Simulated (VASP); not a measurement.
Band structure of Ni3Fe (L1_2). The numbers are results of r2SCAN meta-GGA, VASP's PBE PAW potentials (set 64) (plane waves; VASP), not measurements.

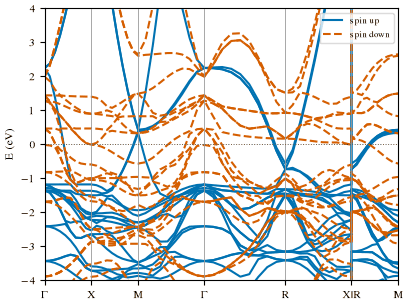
*Bands along high-symmetry lines, zero at the valence-band maximum or, without a gap, the Fermi level*

Problem. Read the plot: is there a gap, and where are the band edges?

Solution. It has no gap at this level: it comes out as a metal or semimetal.

The compound is Ni3Fe in the L1_2 structure. It was relaxed first.
